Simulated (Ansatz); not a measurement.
# HF/cc-pVDZ run of CH7AlSi (SMILES [CH3][AlH][SiH3])

What is the vertical singlet–triplet gap of CH7AlSi at HF/cc-pVDZ? 

Program for the calculation: Ansatz 0.2.0.

68 further runs of the same task are left out: 68 set aside as unsound or not needed.

## Step 1: The system as given

CH7AlSi has 10 atoms, charge 0, and is taken as a singlet. SMILES: `[CH3][AlH][SiH3]`. The shape is that of a PBE0-D4/def2-TZVP optimisation.

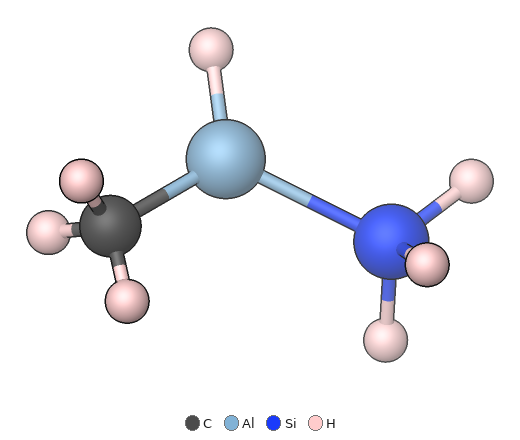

Viewed from a chosen angle; carbon dark grey, aluminium light blue, silicon blue, hydrogen pink.

## Step 2: The energy at HF/cc-pVDZ

The input, input.yaml:

```yaml
basis:
  gaussian:
    orbitals: cc-pVDZ
crystal:
  periodic: [false, false, false]
  atoms:
    - {symbol: C, position_ang: [-1.428400, 0.967200, -0.792400]}
    - {symbol: Al, position_ang: [0.409100, 0.309500, -0.720900]}
    - {symbol: Si, position_ang: [1.161700, -1.107300, 1.145400]}
    - {symbol: H, position_ang: [-1.909200, 0.659300, -1.727500]}
    - {symbol: H, position_ang: [-2.050600, 0.624100, 0.036600]}
    - {symbol: H, position_ang: [-1.438000, 2.063000, -0.790400]}
    - {symbol: H, position_ang: [1.416900, 0.709200, -1.887700]}
    - {symbol: H, position_ang: [0.334900, -2.347600, 1.241000]}
    - {symbol: H, position_ang: [1.000200, -0.395000, 2.448500]}
    - {symbol: H, position_ang: [2.586600, -1.533600, 1.050400]}
magnetization:
  spin_polarized: false
  initial_magnetization: 0
total_charge: 0
output:
  orbitals: {seedname: orbitals}
hamiltonian:
  xc: hf
accuracy: high
```

Started as:

```console
$ ansatz run input.yaml --threads 1 --pin off --max-ram 3480MiB --events-out events.jsonl --progress --plain --runs-dir runs
```

Log:

```text
Warning: RAYON_NUM_THREADS=1 ignored (pool sized by the plan → 1); use --threads N
Functional definition: HF
  name "HF"
  exchange = exact_x
  correlation = 0
2025 factors; integrals over basis functions are off by at most 3.9e-9 eV
mean field evaluation 1: about -15583.9875 eV, gradient 2.4e1 eV
mean field evaluation 2: about -15584.0323 eV, gradient 2.4e1 eV
mean field evaluation 4: about -15586.0556 eV, gradient 2.4e0 eV
mean field evaluation 8: about -15586.0877 eV, gradient 3.9e-4 eV
mean field -15586.08765433 eV, -572.7781566671 hartree, gradient 2.5e-8 eV, S^2 0.000000; 0 other end points of the search recorded, 0 dependent functions left out
reference -15586.08765433 eV, -572.7781566671 hartree; 20, 20 occupied and 65, 65 virtual orbitals, 2025 factors
Total energy: -15586.08765433 eV, -572.7781566671 hartree
```

Run time: 2.8 s. Hardware: 1 thread of Arm Neoverse V1, shared host; peak memory 0.23 GiB.

## Step 3: The triplet at the same level

The input, input.yaml:

```yaml
crystal:
  periodic: [false, false, false]
  atoms:
    - symbol: C
      position_ang: [-1.428400, 0.967200, -0.792400]
    - symbol: Al
      position_ang: [0.409100, 0.309500, -0.720900]
    - symbol: Si
      position_ang: [1.161700, -1.107300, 1.145400]
    - symbol: H
      position_ang: [-1.909200, 0.659300, -1.727500]
    - symbol: H
      position_ang: [-2.050600, 0.624100, 0.036600]
    - symbol: H
      position_ang: [-1.438000, 2.063000, -0.790400]
    - symbol: H
      position_ang: [1.416900, 0.709200, -1.887700]
    - symbol: H
      position_ang: [0.334900, -2.347600, 1.241000]
    - symbol: H
      position_ang: [1.000200, -0.395000, 2.448500]
    - symbol: H
      position_ang: [2.586600, -1.533600, 1.050400]
basis:
  gaussian:
    orbitals: cc-pVDZ
magnetization:
  spin_polarized: true
  initial_magnetization: 2
hamiltonian:
  xc: hf
accuracy: high
output:
  orbitals: {seedname: orbitals}
```

Started as:

```console
$ ansatz run input.yaml --threads 1 --pin off --max-ram 3480MiB --events-out events.jsonl --progress --plain --runs-dir runs
```

Log:

```text
Warning: RAYON_NUM_THREADS=1 ignored (pool sized by the plan → 1); use --threads N
[... 4 set-up lines as earlier in the session ...]
2025 factors; integrals over basis functions are off by at most 3.9e-9 eV
mean field evaluation 1: about -15579.6573 eV, gradient 1.8e1 eV
mean field evaluation 2: about -15579.7149 eV, gradient 1.8e1 eV
mean field evaluation 4: about -15582.2470 eV, gradient 2.5e0 eV
mean field evaluation 8: about -15582.3939 eV, gradient 2.6e-1 eV
mean field evaluation 16: about -15582.3976 eV, gradient 1.8e-7 eV
mean field evaluation 32: about -15579.0395 eV, gradient 1.3e1 eV
mean field -15582.39756986 eV, -572.6425485640 hartree, gradient 1.6e-8 eV, S^2 2.007455; 0 other end points of the search recorded, 0 dependent functions left out
reference -15582.39756986 eV, -572.6425485640 hartree; 21, 19 occupied and 64, 66 virtual orbitals, 2025 factors
Total energy: -15582.39756986 eV, -572.6425485640 hartree
```

Wall time 5.1 s (1 thread of Arm Neoverse V1, shared host); peak memory 0.29 GiB.

## Step 4: Outcome

Level: HF/cc-pVDZ.

| quantity | value |
| --- | --- |
| singlet: total energy | -572.77816 Eh |
| singlet: HOMO energy | -9.82 eV |
| singlet: LUMO energy | 1.05 eV |
| singlet: HOMO–LUMO gap | 10.88 eV |
| triplet: total energy | -572.64255 Eh |
| triplet: HOMO energy (highest over α and β) | -5.75 eV |
| triplet: LUMO energy (lowest over α and β) | -1.79 eV |
| triplet: ⟨S²⟩ | 2.007 |
| vertical energy of the triplet above the singlet | 3.690 eV |

**Reading.** At this shape the triplet lies 3.69 eV (85 kcal/mol) above the singlet.
